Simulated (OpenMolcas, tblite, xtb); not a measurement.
# Si3H7 (SMILES [SiH3][SiH][SiH3]): methods side by side

Si3H7: 10 atoms, total charge 0, spin state doublet. SMILES: `[SiH3][SiH][SiH3]`. The coordinates come from a PBE0-D4/def2-TZVP relaxation.

```xyz
10

Si   -1.3269    0.8549   -1.2092
Si    0.7194   -0.1316   -0.7196
Si    1.0004   -1.0033    1.4161
H    -2.4119   -0.0652   -0.7771
H    -1.4437    1.0898   -2.6730
H    -1.5055    2.1579   -0.5089
H     1.8858    0.6722   -1.1846
H    -0.1781   -1.8495    1.7413
H     1.1150    0.0641    2.4493
H     2.2285   -1.8403    1.4688
```

Each level gives the energy change with the Si3–H8 bond stretched from 1.487 to 1.933 Å (eV). The values are calculated.

```
            level                   kind     program  value (eV)  less CCSD(T)/cc-pVDZ  CPU time (all runs)
         GFN1-xTB         semi-empirical      tblite        0.98                 +0.03            under 2 s
         GFN0-xTB         semi-empirical         xtb        0.69                 -0.26            under 2 s
      UHF/cc-pVDZ           Hartree–Fock  OpenMolcas        1.07                 +0.12                 15 s
   USVWN5/cc-pVDZ                    LDA  OpenMolcas        0.84                 -0.11                 52 s
    UBLYP/cc-pVDZ                    GGA  OpenMolcas        0.84                 -0.11                 89 s
 U-r2SCAN/cc-pVDZ               meta-GGA  OpenMolcas        0.92                 -0.03                2 min
   UM06-L/cc-pVDZ               meta-GGA  OpenMolcas        0.98                 +0.03                2 min
   UBHLYP/cc-pVDZ          global hybrid  OpenMolcas        1.03                 +0.08                 95 s
ROCCSD(T)/cc-pVDZ  coupled cluster or CI  OpenMolcas        0.95                  0.00                 62 s
```

Differences are taken from ROCCSD(T)/cc-pVDZ for orientation; it has basis-set and higher-order errors of its own. The first shape isn't each level's own minimum. The values span 0.69 to 1.07 eV. Times are those of the runs behind each value, whatever else they computed, on shared processors of several kinds: orders of magnitude only.

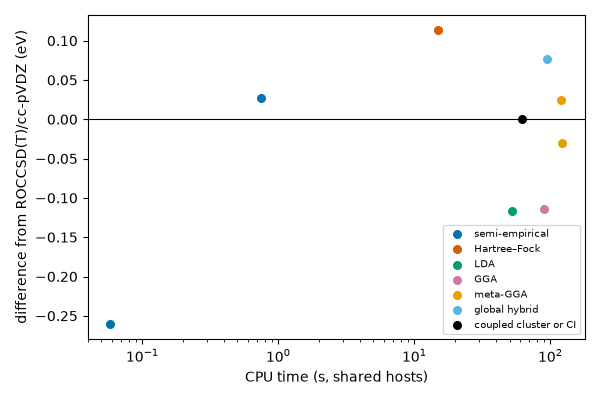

Difference from ROCCSD(T)/cc-pVDZ against processor time, one point a level.
